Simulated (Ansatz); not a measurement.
## BN: pressure series

Consider BN in the zinc blende structure (space group F-43m, No. 216; a = 3.625 Å).

Cell and atoms are relaxed at each pressure.

All numbers come from PBE, PAW, 420 eV (Ansatz, a program for electronic structure; spin-orbit coupling left out).

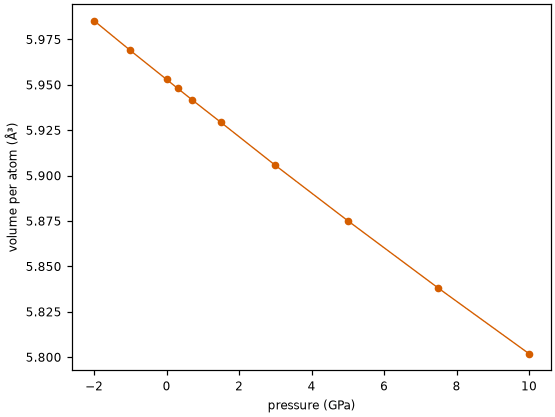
Figure. Volume per atom against pressure

Task: From the plot, what is the volume per atom for pressure −1 GPa?

Result: About 5.97 Å³.

Task: Is the trend monotonic over the range shown?

Result: Yes, it falls throughout, spanning 5.80 Å³ to 5.99 Å³.

Load acts through the strain it causes; cell and atoms are relaxed under it. Whether these cells are dynamically stable was not tested. No other phases were tried under pressure.
